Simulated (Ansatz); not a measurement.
# Geometry relaxation of CHBFOSi (charge +1)

System: CHBFOSi, charge +1, SMILES B#CO[SiH+]F.
Method: RKS PBE-D4/def2-SVP (Ansatz 0.2.0).

It belongs to a series of runs on one base structure; here: start relaxed.

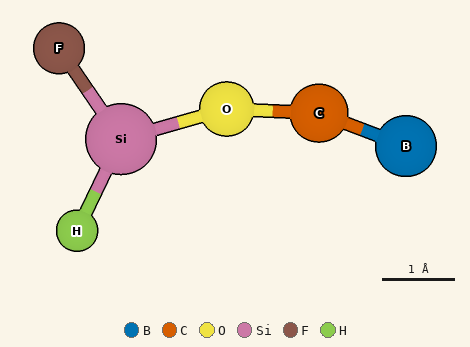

Figure 1. The input geometry (ball-and-stick view, seen on its broad side). Bond lengths as drawn: B–C 1.31 Å, C–O 1.31 Å, F–Si 1.56 Å, H–Si 1.43 Å and O–Si 1.55 Å.

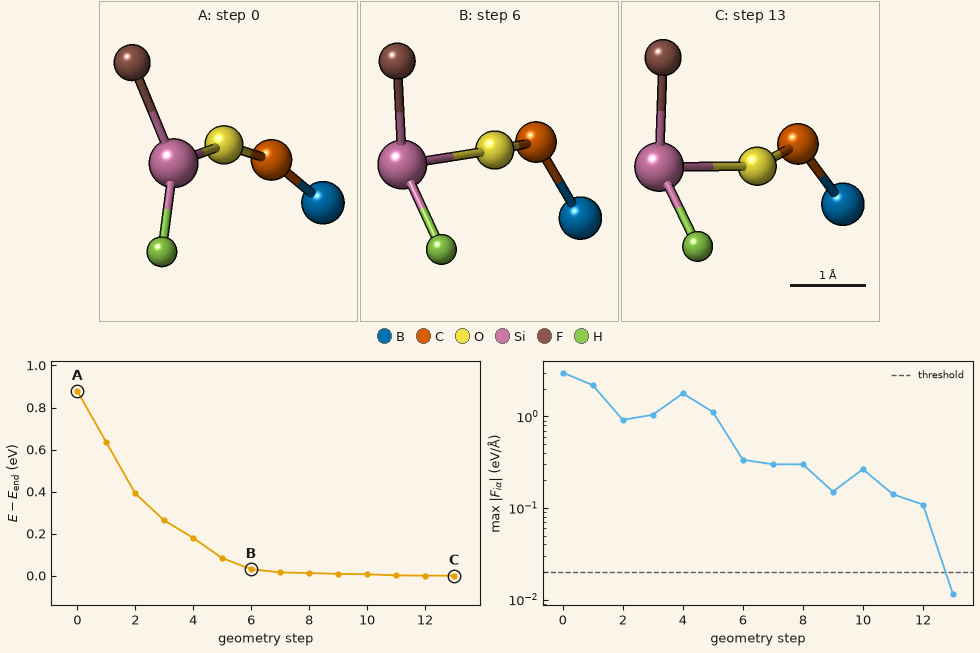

Figure 2. Frames of the relaxation (ball-and-stick view, seen at a tilt) above the curves, on which the letters mark them (the first geometry is step 0 here and step 1 in the log).

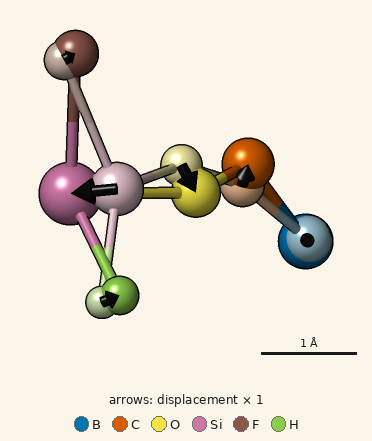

Figure 3. Start (faint) and end (solid) with the displacements as black arrows, at true length (ball-and-stick view, seen at a tilt). The two geometries are laid on each other by the best rigid fit. The largest move after the best rigid fit is that of Si4, 0.50 Å. Largest moves by element: Si 0.50 Å, O 0.33 Å, C 0.25 Å, H 0.21 Å, F 0.14 Å, B 0.12 Å. Among the contacts that change: O3–Si4 1.550 → 1.800 Å, B1–C2 1.313 → 1.558 Å, C2–O3 1.308 → 1.228 Å, Si4–H6 1.430 → 1.506 Å. Among the angles that change: O3–Si4–H6 131.2° → 99.6°, B1–C2–O3 161.8° → 134.4°, F5–Si4–H6 119.9° → 113.5°. The energy falls by 0.879 eV in 13 geometry steps. The largest force component goes from 3 to 0.011 eV/Å. (Atoms are counted from 1 in the order of the input.)

The input and output of the run follow.

## The input
```yaml
crystal:
  periodic: [false, false, false]
  atoms:
    - { symbol: B, position_ang: [1.05149, -2.47231, 1.08834] }
    - { symbol: C, position_ang: [0.48484, -1.58006, 0.30892] }
    - { symbol: O, position_ang: [0.03625, -0.44322, -0.15767] }
    - { symbol: Si, position_ang: [-0.36252, 1.05178, -0.25511] }
    - { symbol: F, position_ang: [-0.94462, 1.32733, -1.67914] }
    - { symbol: H, position_ang: [-0.26543, 2.11647, 0.69464] }
total_charge: 1
basis:
  gaussian: { orbitals: def2-SVP }
hamiltonian:
  xc: pbe
  dispersion: d4
relax:
  f_tol: 0.02
  max_steps: 40
```

Command:
```bash
ansatz run input.yaml --threads 1 --pin off --max-ram 2048MiB --backend cpu --events-out ev --progress --plain --runs-dir out
```

## Output
```
The last accepted step is kept in [file] (removed where the run ends without a failure and the disk answers)
Engine: ansatz 0.2.0, aarch64-unknown-linux-gnu
Functional definition: PBE
  parameter kappa = 0.804
  parameter beta = 0.06672455060314922
  exchange = pbe_x(kappa = kappa, mu = beta*pi^2/3)
  correlation = pbe_c(beta = beta)
857 factors; their error is unknown
mean field evaluation 1: about -14309.3210 eV, gradient 1.1e2 eV
mean field evaluation 2: about -14048.9228 eV, gradient 2.9e2 eV
mean field evaluation 4: about -14291.9763 eV, gradient 9.1e1 eV
mean field evaluation 8: about -14338.2180 eV, gradient 1.1e0 eV
mean field evaluation 16: about -14332.9698 eV, gradient 2.5e1 eV
mean field evaluation 32: about -14338.0008 eV, gradient 9.3e-1 eV
mean field -14338.18330177 eV, -526.9185175703 hartree, gradient 2.3e-5 eV, S^2 0.000000; 4 other end points of the search recorded, 0 dependent functions left out
the calculation of the forces begins
reference -14338.18333548 eV, -526.9185188091 hartree; 21, 21 occupied and 58, 58 virtual orbitals, 857 factors
relax step   1: F+E_penalty+E_count = -14338.30323971 eV  Δ(F+E_penalty+E_count) = +0.000e0 eV  max|allowed force component| = 3.025e0 eV/Å  Δτ_max = 0.0000 Å  (133 SCF iters, accepted)
these checks for a lower state are left out or cut short: starts, cluster_reference, orbital_swaps, neighbouring_geometries, increment
857 factors; their error is unknown
mean field -14338.42814191 eV, -526.9275152795 hartree, gradient 2.7e-5 eV, S^2 0.000000; 0 other end points of the search recorded, 0 dependent functions left out
[... from here on the field's lines of each further geometry are left out, up to the last ...]
relax step   2: F+E_penalty+E_count = -14338.54695421 eV  Δ(F+E_penalty+E_count) = -2.437e-1 eV  max|allowed force component| = 2.202e0 eV/Å  Δτ_max = 0.0518 Å  (36 SCF iters, accepted)
relax step   3: F+E_penalty+E_count = -14338.79030170 eV  Δ(F+E_penalty+E_count) = -2.433e-1 eV  max|allowed force component| = 9.201e-1 eV/Å  Δτ_max = 0.1587 Å  (42 SCF iters, accepted)
relax step   4: F+E_penalty+E_count = -14338.91901917 eV  Δ(F+E_penalty+E_count) = -1.287e-1 eV  max|allowed force component| = 1.043e0 eV/Å  Δτ_max = 0.2000 Å  (40 SCF iters, accepted)
relax step   5: F+E_penalty+E_count = -14339.00219250 eV  Δ(F+E_penalty+E_count) = -8.317e-2 eV  max|allowed force component| = 1.787e0 eV/Å  Δτ_max = 0.1461 Å  (38 SCF iters, accepted)
relax step   6: F+E_penalty+E_count = -14339.09828153 eV  Δ(F+E_penalty+E_count) = -9.609e-2 eV  max|allowed force component| = 1.123e0 eV/Å  Δτ_max = 0.0960 Å  (35 SCF iters, accepted)
relax step   7: F+E_penalty+E_count = -14339.15076415 eV  Δ(F+E_penalty+E_count) = -5.248e-2 eV  max|allowed force component| = 3.365e-1 eV/Å  Δτ_max = 0.0918 Å  (34 SCF iters, accepted)
relax step   8: F+E_penalty+E_count = -14339.16636081 eV  Δ(F+E_penalty+E_count) = -1.560e-2 eV  max|allowed force component| = 3.006e-1 eV/Å  Δτ_max = 0.0768 Å  (36 SCF iters, accepted)
relax step   9: F+E_penalty+E_count = -14339.16911558 eV  Δ(F+E_penalty+E_count) = -2.755e-3 eV  max|allowed force component| = 3.001e-1 eV/Å  Δτ_max = 0.0555 Å  (36 SCF iters, accepted)
relax step  10: F+E_penalty+E_count = -14339.17319227 eV  Δ(F+E_penalty+E_count) = -4.077e-3 eV  max|allowed force component| = 1.512e-1 eV/Å  Δτ_max = 0.0229 Å  (35 SCF iters, accepted)
relax step  11: F+E_penalty+E_count = -14339.17517003 eV  Δ(F+E_penalty+E_count) = -1.978e-3 eV  max|allowed force component| = 2.654e-1 eV/Å  Δτ_max = 0.0866 Å  (35 SCF iters, accepted)
relax step  12: F+E_penalty+E_count = -14339.18052301 eV  Δ(F+E_penalty+E_count) = -5.353e-3 eV  max|allowed force component| = 1.412e-1 eV/Å  Δτ_max = 0.0468 Å  (36 SCF iters, accepted)
relax step  13: F+E_penalty+E_count = -14339.18147601 eV  Δ(F+E_penalty+E_count) = -9.530e-4 eV  max|allowed force component| = 1.091e-1 eV/Å  Δτ_max = 0.0280 Å  (35 SCF iters, accepted)
the calculation of the forces begins
reference -14339.06536770 eV, -526.9509328955 hartree; 21, 21 occupied and 58, 58 virtual orbitals, 857 factors
relax step  14: F+E_penalty+E_count = -14339.18182820 eV  Δ(F+E_penalty+E_count) = -3.522e-4 eV  max|allowed force component| = 1.144e-2 eV/Å  Δτ_max = 0.0118 Å  (36 SCF iters, accepted)
857 factors; their error is unknown
mean field evaluation 160: about -14336.2006 eV, gradient 7.0e0 eV
mean field -14339.06533312 eV, -526.9509316246 hartree, gradient 2.1e-5 eV, S^2 0.000000; 5 other end points of the search recorded, 0 dependent functions left out
the calculation of the forces begins
reference -14339.06536770 eV, -526.9509328955 hartree; 21, 21 occupied and 58, 58 virtual orbitals, 857 factors
Total energy: -14339.18186278 eV, -526.9552140107 hartree
Atom 0 at     1.010188    -2.564803     1.146480 Å, force    -0.000738     0.001403    -0.005150 eV/Å
Atom 1 at     0.546484    -1.536556     0.072192 Å, force    -0.004902     0.002234     0.002743 eV/Å
Atom 2 at     0.221691    -0.352734     0.099944 Å, force     0.003497     0.006577     0.007349 eV/Å
Atom 3 at    -0.857730     1.063244    -0.161640 Å, force     0.004613    -0.005321    -0.011444 eV/Å
Atom 4 at    -0.834543     1.281045    -1.754564 Å, force    -0.001636    -0.000211     0.008559 eV/Å
Atom 5 at    -0.086080     2.109795     0.597568 Å, force    -0.000835    -0.004682    -0.002057 eV/Å
Dipole moment:     0.109195    -0.399915     0.564641 e Å
```

## Trajectory as extended XYZ (Å, eV, eV/Å), 14 frames, from step=1 to step=14
```
6
Properties=species:S:1:pos:R:3:forces:R:3 step=1 energy=-14338.30324
B     1.0515   -2.4723    1.0883    1.6072  -2.2078   2.4359
C     0.4848   -1.5801    0.3089   -1.9194   2.5124  -3.0250
O     0.0362   -0.4432   -0.1577    1.0974  -2.5947   1.1979
Si   -0.3625    1.0518   -0.2551   -0.4448   1.1589  -0.4281
F    -0.9446    1.3273   -1.6791   -0.4639   0.4880  -0.9131
H    -0.2654    2.1165    0.6946    0.1235   0.6431   0.7323
6
Properties=species:S:1:pos:R:3:forces:R:3 step=2 energy=-14338.54695
B     1.0601   -2.4893    1.1364    0.8099  -0.8388   1.4897
C     0.4906   -1.5921    0.2869   -1.1405   1.0629  -2.2016
O     0.0456   -0.4599   -0.1727    0.8404  -1.6440   1.1269
Si   -0.3694    1.0555   -0.2723   -0.3452   1.0143  -0.2289
F    -0.9680    1.3599   -1.6960   -0.2434   0.2712  -0.4628
H    -0.2589    2.1259    0.7176    0.0788   0.1344   0.2767
6
Properties=species:S:1:pos:R:3:forces:R:3 step=3 energy=-14338.79030
B     1.0405   -2.4514    1.2893   -0.1185   0.5906  -0.0585
C     0.5222   -1.6289    0.1890    0.0403  -0.9201  -0.4579
O     0.0851   -0.5057   -0.2326    0.0753   0.5210   0.6200
Si   -0.3928    1.0529   -0.3057   -0.2223   0.3815  -0.1402
F    -1.0343    1.4458   -1.7163    0.2232  -0.1532   0.3392
H    -0.2206    2.0872    0.7763    0.0020  -0.4198  -0.3026
6
Properties=species:S:1:pos:R:3:forces:R:3 step=4 energy=-14338.91902
B     1.1552   -2.3458    1.2761   -0.2241   0.2399  -0.2623
C     0.4497   -1.6992    0.1176   -0.5062   0.8798  -0.1298
O    -0.0056   -0.5162   -0.1604    0.9568  -0.7906   0.4593
Si   -0.5750    1.0294   -0.2266   -0.5772   0.1114  -1.0432
F    -0.8678    1.4644   -1.7616    0.2101  -0.3010   1.0056
H    -0.1564    2.0674    0.7548    0.1407  -0.1395  -0.0297
6
Properties=species:S:1:pos:R:3:forces:R:3 step=5 energy=-14339.00219
B     1.1344   -2.3053    1.3039   -0.2489   0.1354  -0.4660
C     0.4642   -1.6902    0.0640   -0.5743   1.4776   0.1899
O     0.0279   -0.4958   -0.1560    1.2011  -1.7869   0.3911
Si   -0.7157    1.0003   -0.2002   -0.2352   0.6936  -0.2470
F    -0.8216    1.4659   -1.7352   -0.0567  -0.1591   0.2744
H    -0.0891    2.0252    0.7235   -0.0862  -0.3607  -0.1424
6
Properties=species:S:1:pos:R:3:forces:R:3 step=6 energy=-14339.09828
B     1.0864   -2.3147    1.2989   -0.0879  -0.0673  -0.2154
C     0.4713   -1.6505    0.0538   -0.1805   0.8510   0.1592
O     0.1131   -0.4562   -0.1359    0.5820  -1.1228   0.1542
Si   -0.7688    1.0004   -0.2003   -0.0926   0.6887   0.1383
F    -0.8418    1.4344   -1.7422   -0.0290  -0.0353   0.0506
H    -0.0601    1.9867    0.7256   -0.1920  -0.3144  -0.2869
6
Properties=species:S:1:pos:R:3:forces:R:3 step=7 energy=-14339.15076
B     1.0285   -2.3848    1.2861    0.0411  -0.1089   0.0137
C     0.5234   -1.6002    0.0619   -0.0565   0.1594  -0.0421
O     0.1797   -0.4226   -0.1045    0.1974  -0.3170   0.1151
Si   -0.8141    1.0093   -0.1857   -0.1004   0.3365  -0.0054
F    -0.8659    1.4170   -1.7356   -0.0264  -0.0209  -0.0422
H    -0.0517    1.9813    0.6778   -0.0552  -0.0490  -0.0390
6
Properties=species:S:1:pos:R:3:forces:R:3 step=8 energy=-14339.16636
B     1.0198   -2.4566    1.2602    0.0405  -0.0630   0.0743
C     0.5373   -1.5840    0.0759   -0.0929   0.3006  -0.1953
O     0.2174   -0.4026   -0.0651    0.0231  -0.2397   0.1823
Si   -0.8480    1.0367   -0.1772    0.0260  -0.0389  -0.0865
F    -0.8667    1.3930   -1.7434   -0.0148  -0.0070   0.0084
H    -0.0598    2.0135    0.6496    0.0182   0.0481   0.0168
6
Properties=species:S:1:pos:R:3:forces:R:3 step=9 energy=-14339.16912
B     1.0157   -2.5090    1.2426   -0.0519   0.1476  -0.1379
C     0.5427   -1.5637    0.0763    0.1263  -0.3001   0.0340
O     0.2341   -0.3868   -0.0323   -0.0673   0.0926   0.1631
Si   -0.8604    1.0471   -0.1699   -0.0505   0.0283  -0.1472
F    -0.8640    1.3691   -1.7467   -0.0009  -0.0164   0.0652
H    -0.0682    2.0433    0.6300    0.0443   0.0480   0.0228
6
Properties=species:S:1:pos:R:3:forces:R:3 step=10 energy=-14339.17319
B     1.0210   -2.5170    1.2276   -0.0060   0.0432  -0.0234
C     0.5456   -1.5685    0.0775    0.0003  -0.1049  -0.0605
O     0.2248   -0.3920   -0.0121   -0.0301   0.1512   0.1241
Si   -0.8644    1.0535   -0.1680    0.0123  -0.0530  -0.1179
F    -0.8548    1.3622   -1.7476   -0.0042  -0.0276   0.0662
H    -0.0721    2.0619    0.6226    0.0277  -0.0089   0.0114
6
Properties=species:S:1:pos:R:3:forces:R:3 step=11 energy=-14339.17517
B     1.0237   -2.5504    1.1903   -0.0504   0.0711  -0.0826
C     0.5457   -1.5588    0.0805   -0.0181   0.1639   0.0590
O     0.2245   -0.3700    0.0716    0.0159  -0.1413  -0.0805
Si   -0.8527    1.0545   -0.1875    0.0130  -0.0263   0.2654
F    -0.8636    1.3515   -1.7629    0.0605  -0.0573  -0.1298
H    -0.0777    2.0731    0.6080   -0.0209  -0.0102  -0.0315
6
Properties=species:S:1:pos:R:3:forces:R:3 step=12 energy=-14339.18052
B     1.0097   -2.5499    1.1678    0.0185  -0.0382   0.0369
C     0.5520   -1.5421    0.0749   -0.0438   0.1412  -0.0532
O     0.2238   -0.3583    0.0785   -0.0028  -0.1057   0.0032
Si   -0.8672    1.0573   -0.1680    0.0714   0.0293   0.0190
F    -0.8435    1.3099   -1.7556   -0.0055  -0.0248  -0.0007
H    -0.0748    2.0831    0.6022   -0.0377  -0.0017  -0.0052
6
Properties=species:S:1:pos:R:3:forces:R:3 step=13 energy=-14339.18148
B     1.0095   -2.5604    1.1539    0.0057  -0.0112   0.0019
C     0.5470   -1.5403    0.0714    0.0040  -0.0568  -0.0055
O     0.2239   -0.3573    0.0893   -0.0217   0.1091   0.0115
Si   -0.8564    1.0636   -0.1619    0.0013  -0.0294  -0.0305
F    -0.8378    1.2859   -1.7550    0.0058   0.0028   0.0373
H    -0.0862    2.1086    0.6023    0.0049  -0.0145  -0.0148
6
Properties=species:S:1:pos:R:3:forces:R:3 step=14 energy=-14339.18183
B     1.0102   -2.5648    1.1465   -0.0007   0.0014  -0.0052
C     0.5465   -1.5366    0.0722   -0.0049   0.0022   0.0027
O     0.2217   -0.3527    0.0999    0.0035   0.0066   0.0073
Si   -0.8577    1.0632   -0.1616    0.0046  -0.0053  -0.0114
F    -0.8345    1.2810   -1.7546   -0.0016  -0.0002   0.0086
H    -0.0861    2.1098    0.5976   -0.0008  -0.0047  -0.0021
```

## Key numbers

- outcome: converged
- total energy: −14339.1819 eV
- mean-field energy: −14339.0654 eV
- largest force (length of the vector) at the end: 0.013 eV/Å
- hardware: 1 thread of Arm Neoverse V2, 24 GiB of memory available, shared host
- wall time: 44 s
- peak memory: 0.15 GiB
